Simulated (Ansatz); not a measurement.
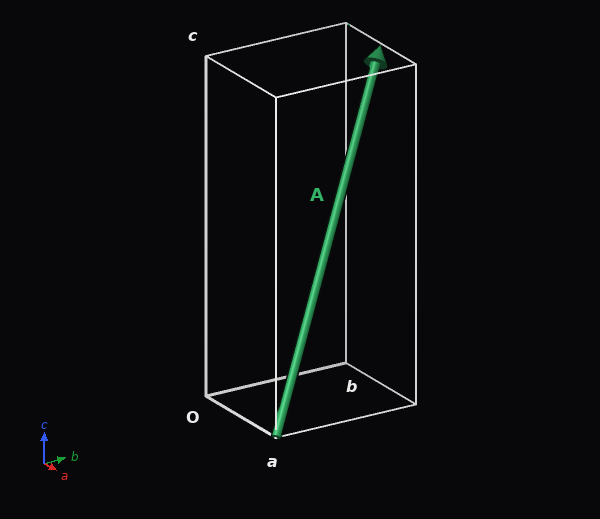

For Co, the input geometry of an electronic-structure calculation (not necessarily at equilibrium): the arrow starts at a corner of the unit cell and ends on its surface; where a tip isn't a corner, dashed lines run from it parallel to the axes. The drawing is computed from the coordinates (standard cell, symmetry found to 0.002 Å).

a = 2.519 Å, b = 2.519 Å, c = 4.091 Å, α = 90.00°, β = 90.00°, γ = 120.00°.

Question: Give [uvw] of the arrow.

Answer: Arrow A runs from (1, 0, 0) to (1/2, 1, 1), so [−1 2 2], in four indices [−4 5 −1 6].

Question: How long is the vector ua + vb + wc?

Answer: 10.553 Å.
